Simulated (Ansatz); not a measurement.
A series of calculations on H₁₈SO₈

**1. Relaxation**

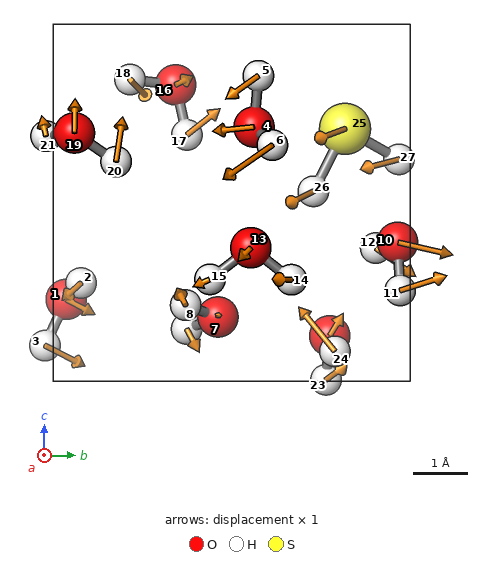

This is a relaxation of an amorphous cell of composition H$_{18}$SO$_{8}$. The starting structure is drawn; orange arrows show the displacements, at their true length.

A ball-and-stick model of the cell of the calculation, seen along the a axis.

The cell holds 8 H2O + 1 SH2. The run prepares the start of a later molecular dynamics calculation, from a guessed geometry.

Theory: DFT PBE, scalar-relativistic, plane waves, PAW (Ansatz 0.2.0).

Input file:
```yaml
crystal:
  lattice:
    - [6.69433, 0.0, 0.0]
    - [0.0, 6.69433, 0.0]
    - [0.0, 0.0, 6.69433]
  atoms:
    - { symbol: O, position: [-0.0134614, 0.03647, 0.229251] }
    - { symbol: H, position: [0.1173928, 0.0779743, 0.2749472] }
    - { symbol: H, position: [0.0118891, -0.0229215, 0.0997768] }
    - { symbol: O, position: [0.8889947, 0.5628135, 0.7120567] }
    - { symbol: H, position: [0.9016859, 0.5749443, 0.855672] }
    - { symbol: H, position: [1.0143861, 0.6142101, 0.661372] }
    - { symbol: O, position: [0.4626316, 0.4617224, 0.1799515] }
    - { symbol: H, position: [0.5706518, 0.3713597, 0.2131144] }
    - { symbol: H, position: [0.3526491, 0.3739431, 0.146303] }
    - { symbol: O, position: [0.606287, 0.9649678, 0.3890273] }
    - { symbol: H, position: [0.6582595, 0.9723644, 0.2542025] }
    - { symbol: H, position: [0.4761434, 0.9038007, 0.3730654] }
    - { symbol: O, position: [0.9905479, 0.5538443, 0.3739068] }
    - { symbol: H, position: [0.9903448, 0.6674856, 0.2843569] }
    - { symbol: H, position: [0.9906581, 0.4394623, 0.2853048] }
    - { symbol: O, position: [0.2676232, 0.3430934, 0.8302372] }
    - { symbol: H, position: [0.283852, 0.3746662, 0.6899755] }
    - { symbol: H, position: [0.3338959, 0.2153598, 0.8452582] }
    - { symbol: O, position: [0.9464329, 0.0596268, 0.6955329] }
    - { symbol: H, position: [0.9174179, 0.1762847, 0.6150181] }
    - { symbol: H, position: [0.8258697, -0.0198713, 0.6866936] }
    - { symbol: O, position: [0.2683086, 0.7748927, 0.1271883] }
    - { symbol: H, position: [0.1933794, 0.7645073, 0.003854] }
    - { symbol: H, position: [0.4055425, 0.789255, 0.0836665] }
    - { symbol: S, position: [0.3832099, 0.8176493, 0.7069451] }
    - { symbol: H, position: [0.4223486, 0.7290298, 0.5318724] }
    - { symbol: H, position: [0.2835123, 0.9686383, 0.6215144] }
basis:
  ecutwfc: 420.0
kpoints:
  mp_grid: { grid: [1, 1, 1] }
hamiltonian:
  xc: pbe
scf:
  occupations: { method: fermi_dirac, width: 0.05 }
  lower_state_search: "off"
relax:
  f_tol: 0.3
  max_steps: 15
  adjacent_minimum: "off"
```

Launched with:
```bash
ansatz run input.yaml --threads 1 --pin off --max-ram 3072MiB --backend cpu --events-out ev --progress --plain --runs-dir out
```

Q: Describe the change and its energy.

A: The largest move is that of H6, 1.42 Å along [−3 −3 −2]. Largest moves by element: H 1.42 Å, S 1.14 Å, O 1.09 Å. The cell doesn't change. Some distances before and after: O22–H24 0.969 → 1.013 Å, O10–H11 0.969 → 0.996 Å, O16–H17 0.969 → 0.992 Å, S25–H26 1.339 → 1.358 Å. Among the angles between lasting bonds that change: H17–O16–H18 104.0° → 106.6°, H26–S25–H27 93.3° → 91.3°. After 14 geometry steps the energy has fallen by 3.973 eV per cell of the calculation. Largest force component: 1.2 eV/Å at the start, 0.24 eV/Å at the end.

Limits of the set-up: the periodic images lie only 6.7 Å apart, so the values are limited by the cell's size.

**2. Dynamics**

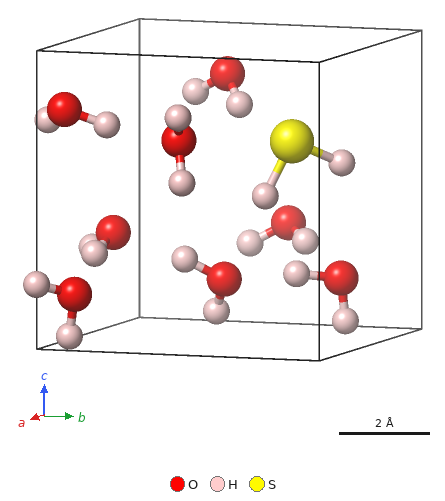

Starting frame of a dynamics run of a periodic cell with 8 H2O + 1 SH2 at 0.986 g/cm³. The picture is a ball-and-stick view of the simulation cell, seen slightly off an axis.

Computed with Ansatz 0.2.0, DFT PBE, scalar-relativistic, plane waves, PAW.

Input
```yaml
crystal:
  lattice:
    - [6.69433, 0.0, 0.0]
    - [0.0, 6.69433, 0.0]
    - [0.0, 0.0, 6.69433]
  atoms:
    - { symbol: O, position: [-0.03488017, 0.12061491, 0.18505038] }
    - { symbol: H, position: [0.06527836, 0.0223858, 0.22478049] }
    - { symbol: H, position: [-0.06269964, 0.09218382, 0.04095696] }
    - { symbol: O, position: [0.83681323, 0.44335037, 0.69985955] }
    - { symbol: H, position: [0.94685325, 0.48050926, 0.78835282] }
    - { symbol: H, position: [0.89045629, 0.47339622, 0.56357311] }
    - { symbol: O, position: [0.45367276, 0.46480882, 0.19449109] }
    - { symbol: H, position: [0.5109448, 0.34577692, 0.26324062] }
    - { symbol: H, position: [0.38144934, 0.41085129, 0.07812117] }
    - { symbol: O, position: [0.59445722, 1.12309891, 0.35285884] }
    - { symbol: H, position: [0.73113531, 1.1061454, 0.2966945] }
    - { symbol: H, position: [0.5135703, 1.01870053, 0.29099593] }
    - { symbol: O, position: [0.96628239, 0.5151368, 0.33319185] }
    - { symbol: H, position: [1.06530273, 0.61111968, 0.28583264] }
    - { symbol: H, position: [0.99178292, 0.38862537, 0.26314519] }
    - { symbol: O, position: [0.23190383, 0.39589947, 0.85639367] }
    - { symbol: H, position: [0.32214396, 0.4708629, 0.7657915] }
    - { symbol: H, position: [0.19905504, 0.27082785, 0.78840836] }
    - { symbol: O, position: [0.90148339, 0.06171237, 0.79503837] }
    - { symbol: H, position: [0.85686933, 0.19543373, 0.74407124] }
    - { symbol: H, position: [0.80155888, -0.03305987, 0.74631385] }
    - { symbol: O, position: [0.27994073, 0.8151031, 0.19327767] }
    - { symbol: H, position: [0.26699674, 0.82600185, 0.04907289] }
    - { symbol: H, position: [0.35603267, 0.68554599, 0.2107799] }
    - { symbol: S, position: [0.52607244, 0.73104049, 0.67451071] }
    - { symbol: H, position: [0.56815888, 0.65162671, 0.49269129] }
    - { symbol: H, position: [0.38981832, 0.85787432, 0.59256992] }
basis:
  ecutwfc: 420.0
kpoints:
  mp_grid: { grid: [1, 1, 1] }
hamiltonian:
  xc: pbe
scf:
  occupations: { method: fermi_dirac, width: 0.05 }
  lower_state_search: "off"
md:
  timestep: 0.5
  n_steps: 300
  ensemble: nvt_langevin
  temperature: 350.0
  initial_velocities: maxwell_boltzmann
  seed: 931260
  friction: 0.02
```

Run as
```bash
ansatz run input.yaml --threads 1 --pin off --max-ram 3072MiB --backend cpu --events-out ev --progress --plain --runs-dir out
```

Q: Predict how the run goes.

A: Over the second half the temperature averages 267 K (spread ±34 K). The potential energy in the second half lies on average 30.6 meV per atom above the first frame. Root-mean-square distances from the starting positions over the second half, with the common drift of all atoms taken out: H 0.34 Å, O 0.23 Å, S 0.19 Å. The heavy atoms stay within a fraction of a molecule's size of their starting places; so short a run doesn't tell a liquid from a solid.

Along the run (each row but the first and the last is the mean over the interval that it begins):

```tsv
time (fs)	potential energy (meV/atom)	T (K)
0.0	0.0	337
25.0	26.3	225
50.0	31.0	230
75.0	29.9	277
100.0	29.9	278
125.0	32.1	246
150.0	29.1	206
```

The paths of the atoms:

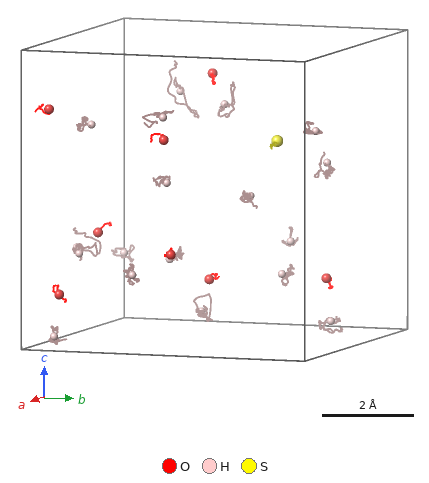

Limits of the set-up: the periodic images lie only 6.7 Å apart, so the values are limited by the cell's size.

The run took 6.6 min on 1 thread of Arm Neoverse V2 (shared host), peak memory 0.35 GiB.

**3. Dynamics**

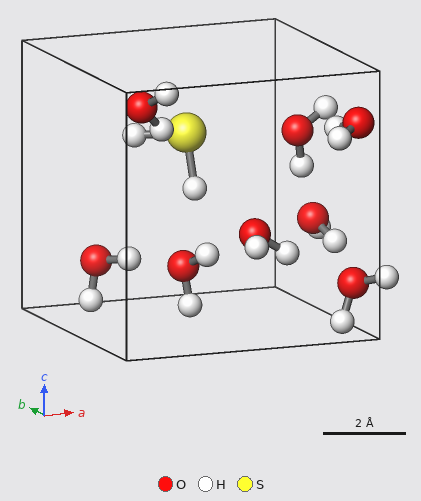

Starting frame of a dynamics run of a periodic cell with 8 H2O + 1 SH2 at 0.986 g/cm³. It starts from the last geometry of an earlier run, with fresh velocities. The picture is a ball-and-stick view of the simulation cell, seen slightly off an axis.

Level of theory: Ansatz, DFT PBE, scalar-relativistic, plane waves, PAW.

Input
```yaml
crystal:
  lattice:
    - [6.69433, 0.0, 0.0]
    - [0.0, 6.69433, 0.0]
    - [0.0, 0.0, 6.69433]
  atoms:
    - { symbol: O, position: [-0.04528305, 0.14977549, 0.17967755] }
    - { symbol: H, position: [0.03920716, 0.03484435, 0.21692954] }
    - { symbol: H, position: [-0.09263237, 0.14008147, 0.04111082] }
    - { symbol: O, position: [0.84465258, 0.41641181, 0.70566202] }
    - { symbol: H, position: [0.96683844, 0.44329237, 0.77588553] }
    - { symbol: H, position: [0.87898006, 0.46002821, 0.56327143] }
    - { symbol: O, position: [0.43083433, 0.50677732, 0.2151966] }
    - { symbol: H, position: [0.47119227, 0.37727976, 0.2791375] }
    - { symbol: H, position: [0.44989629, 0.48846815, 0.07156455] }
    - { symbol: O, position: [0.57488865, 1.17095659, 0.387565] }
    - { symbol: H, position: [0.70350633, 1.17346354, 0.30676961] }
    - { symbol: H, position: [0.52660077, 1.03590752, 0.36929442] }
    - { symbol: O, position: [0.94620159, 0.51416739, 0.35133191] }
    - { symbol: H, position: [1.01467745, 0.62612808, 0.29078059] }
    - { symbol: H, position: [0.98075437, 0.38937685, 0.28724065] }
    - { symbol: O, position: [0.22860394, 0.41667628, 0.84011603] }
    - { symbol: H, position: [0.32928147, 0.46770904, 0.74045287] }
    - { symbol: H, position: [0.27712893, 0.29287067, 0.91086321] }
    - { symbol: O, position: [0.92963848, 0.03928528, 0.8006012] }
    - { symbol: H, position: [0.89934908, 0.1779967, 0.75749724] }
    - { symbol: H, position: [0.81873591, -0.04926214, 0.76882861] }
    - { symbol: O, position: [0.21838248, 0.82480627, 0.19058625] }
    - { symbol: H, position: [0.19968665, 0.83152627, 0.04403835] }
    - { symbol: H, position: [0.29601209, 0.69961053, 0.21555727] }
    - { symbol: S, position: [0.53501047, 0.73008582, 0.66101411] }
    - { symbol: H, position: [0.54786791, 0.68082267, 0.46130352] }
    - { symbol: H, position: [0.38357422, 0.85923365, 0.63812017] }
basis:
  ecutwfc: 420.0
kpoints:
  mp_grid: { grid: [1, 1, 1] }
hamiltonian:
  xc: pbe
scf:
  occupations: { method: fermi_dirac, width: 0.05 }
  lower_state_search: "off"
md:
  timestep: 0.5
  n_steps: 400
  ensemble: nvt_langevin
  temperature: 350.0
  initial_velocities: maxwell_boltzmann
  seed: 549714
  friction: 0.05
```

Run as
```bash
ansatz run input.yaml --threads 1 --pin off --max-ram 3072MiB --backend cpu --events-out ev --progress --plain --runs-dir out
```

**Predict how the run goes.**

Over the second half the temperature averages 383 K (spread ±67 K). The potential energy in the second half lies on average 17.8 meV per atom above the first frame. In the second half of the run the atoms are, in the root-mean-square, this far from where they began (common drift taken out): H 0.54 Å, O 0.40 Å, S 0.28 Å. The heavy atoms stay within a fraction of a molecule's size of their starting places; so short a run doesn't tell a liquid from a solid.

Along the run (each row but the first and the last is the mean over the interval that it begins):

```csv
time (fs),potential energy (meV/atom),T (K)
0.0,0.0,337
20.0,12.8,337
40.0,21.4,357
60.0,26.8,338
80.0,21.4,346
100.0,20.6,468
120.0,22.6,358
140.0,17.9,372
160.0,14.1,371
180.0,13.9,348
200.0,12.0,340
```

The paths of the atoms:

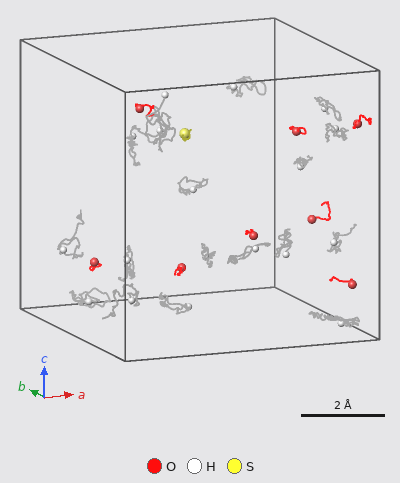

Limits of the set-up: the periodic images lie only 6.7 Å apart, so the values are limited by the cell's size.

Cost: 8.7 min on 1 thread of Arm Neoverse V2 (shared host), peak memory 0.35 GiB.
